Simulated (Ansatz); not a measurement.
## Electronic structure of Cl$_{5}$FW (SMILES [F][W]([Cl])([Cl])([Cl])([Cl])[Cl]) in real space

| atom | x (Å) | y (Å) | z (Å) |
| --- | --- | --- | --- |
| F | -1.1339 | 0.0672 | -1.4986 |
| W | -0.0070 | -0.0087 | -0.0271 |
| Cl | -1.8117 | -0.5788 | 1.2514 |
| Cl | 0.3572 | -2.2146 | -0.4939 |
| Cl | 1.7262 | 0.5662 | -1.3989 |
| Cl | -0.4427 | 2.2020 | 0.3464 |
| Cl | 1.3730 | -0.1016 | 1.7749 |

Geometry: PBE0-D4/def2-TZVP; core potentials replace the inner electrons of W.

The calculation used Ansatz, RKS PBE0-D4/def2-TZVPP.

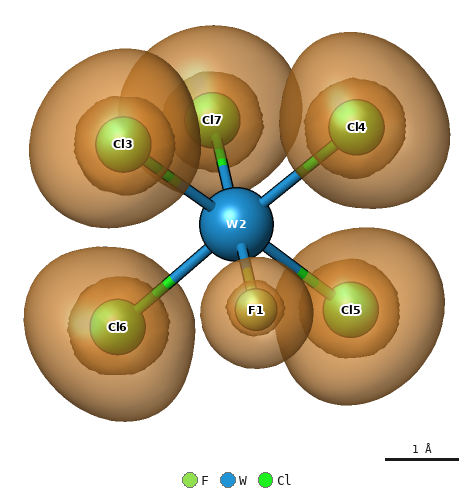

Figure 1. Isosurface of the ELF at 0.75 (orange), seen at an oblique angle. Core shells and regions of very low density are left out.

Question: Identify the bonds, lone pairs and shells in this picture.

Answer: The surface consists of five regions wrapped around Cl (the valence shell of each) and one region wrapped around F (its valence shell). Along the contacts the grid gives the following. W–F (1.85 Å): the ELF peaks at about 0.80 in the valence shell of F, 0.5 Å from its nucleus, and drops to about 0.25 between the two atoms. W–Cl (2.27 Å): the ELF peaks at about 0.85 in the valence shell of Cl, 0.8 Å from its nucleus, and is about 0.45 at the midpoint.

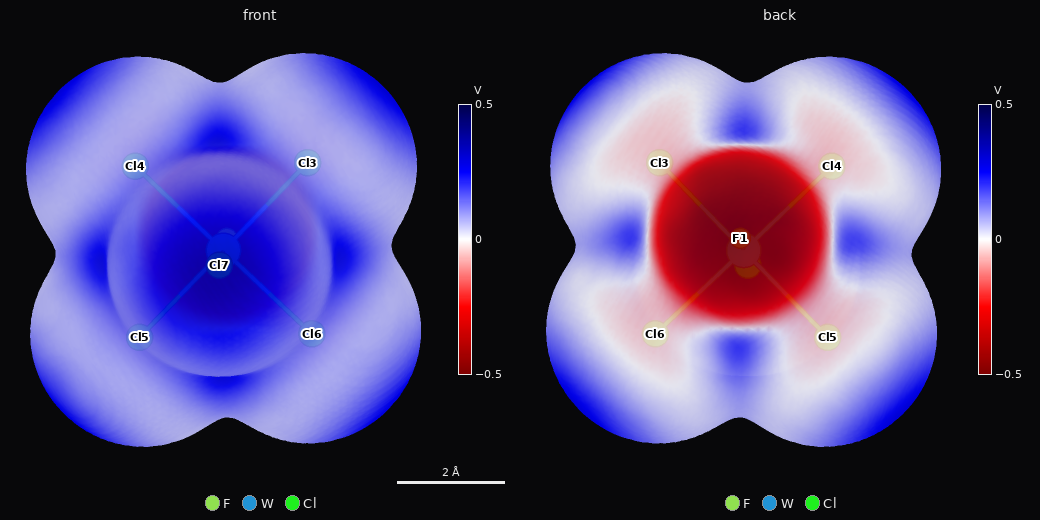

Figure 2. The molecular electrostatic potential painted on the density surface at 0.001 e/bohr³, seen from the front and from behind; the colour scale runs from red (negative) to blue (positive).

Question: Which sites attract a positive test charge, and which a negative one?

Answer: A positive charge is drawn to the negative regions and a negative charge to the positive ones. The most negative region (about −0.5 V) lies over F1, the most positive (about +0.3 V) over Cl7.

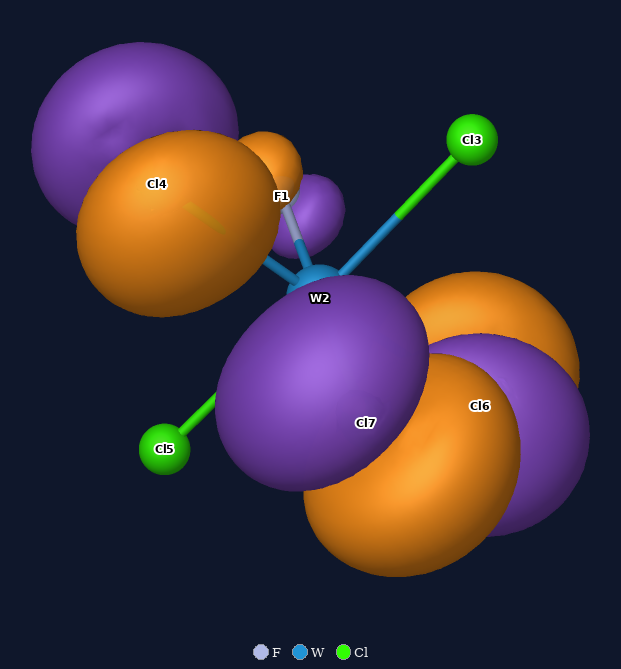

Figure 3. The HOMO−1 at ±0.08 Å⁻³ᐟ² (orange and purple are the two phases), seen at a tilt.

Question: Where does this orbital lie, and at what energy?

Answer: Its weight (Hirshfeld) is mainly on Cl7 (about 45 %), Cl4 (about 25 %) and Cl6 (about 25 %); largely a combination of lone pairs on Cl7, Cl4 and Cl6. It is one of a degenerate set, so its orientation is arbitrary. Its energy is −9.50 eV.

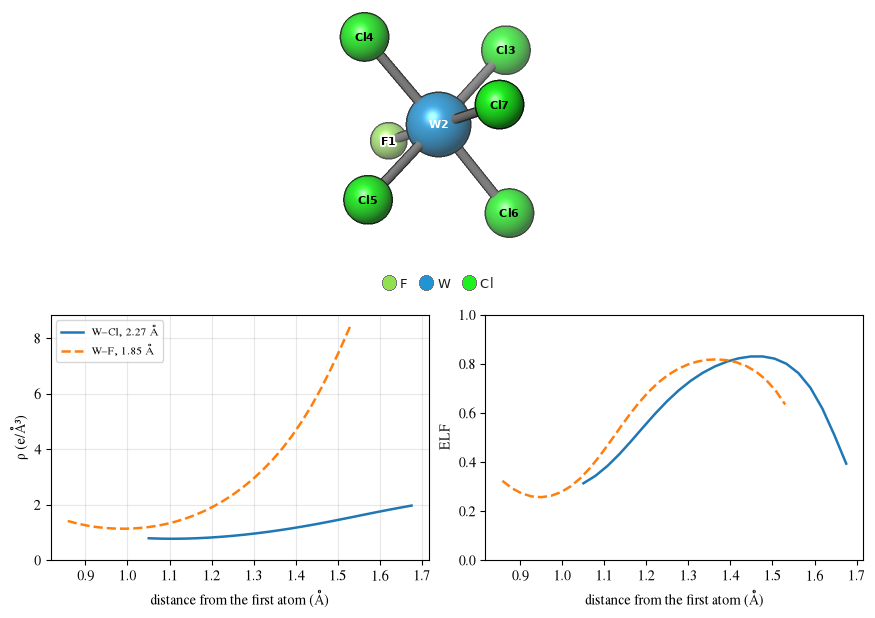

Figure 4. Electron density and ELF along straight lines between neighbouring atoms. The curves leave out the atomic cores. The structure is drawn too.

Question: Compare the contacts.

Answer: W–Cl (2.27 Å): the density is about 0.78 e/Å³ at the midpoint; the ELF peaks at about 0.85 in the valence shell of Cl, 0.8 Å from its nucleus, and is about 0.45 at the midpoint.
W–F (1.85 Å): the density is about 1.2 e/Å³ at the midpoint; the ELF peaks at about 0.80 in the valence shell of F, 0.5 Å from its nucleus, and drops to about 0.25 between the two atoms.
